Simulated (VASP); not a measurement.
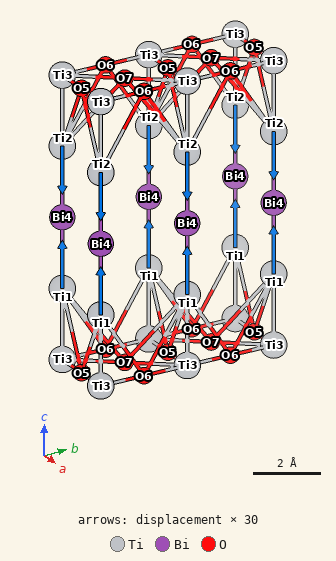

A relaxation of solid Ti3BiO3 (a generated structure, set up in P6/mmm). The starting structure is drawn; blue arrows show the displacements (the part carried along by the change of the cell is left out), magnified 30 times.

A ball-and-stick model of the cell of the calculation, repeated 1 × 2 × 1 with one cell outlined, seen slightly off an axis.

The run lets cell and atoms move.

These are results of VASP 6.6.1, Kohn-Sham DFT of a periodic cell, PBE, VASP PAW PBE potentials, recommended, not measurements.

Input file:
```
SYSTEM = Ti3BiO3
PREC = Normal
ENCUT = 520
EDIFF = 1E-4
ISMEAR = 0
SIGMA = 0.15
LREAL = .False.
LASPH = .True.
NELM = 60
ALGO = Fast
ISIF = 3
LWAVE = .False.
LCHARG = .False.
GGA = PE
IBRION = 2
NSW = 24
EDIFFG = -0.08
```

Command:
```bash
cat potpaw_PBE.64/Ti_sv/POTCAR potpaw_PBE.64/Bi_d/POTCAR potpaw_PBE.64/O/POTCAR > POTCAR
mpirun -np 1 vasp_std > vasp.out
```

Which element moves most?

Titanium: up to 0.051 Å, against 0.000 Å for oxygen.

What did the optimiser do to the structure, and how much energy did it gain?

The energy falls by 4.658 eV per cell of the calculation in 12 geometry steps. Largest force component: 5.7 eV/Å at the start, 0.043 eV/Å at the end. Pressure: 36.98 GPa at the start and 0.13 GPa at the end. The largest moves relative to the cell, 0.051 Å, are those of Ti1 and Ti2. Ti1 goes along +c. O and Bi stay in place. The drawn cell changes as follows: a = b 3.862 → 3.978 Å (+3.0 %), c 8.791 → 10.841 Å (+23.3 %); the volume changes by +30.8 %. Among the contacts that change: Ti1–Ti3 2.193 → 2.755 Å, Ti1–O5 2.922 → 3.398 Å, Ti1–Bi4 2.203 → 2.666 Å, Ti3–O5 1.931 → 1.989 Å. The space group stays P6/mmm (No. 191). At step 1 the optimiser overshot: the energy rose above the start, and later steps came back. The volume changes by over a tenth within one run on a fixed set of plane waves, so the end point should be relaxed again from the new cell.

Limits of the set-up: an element that often carries a moment was run without spin polarisation.
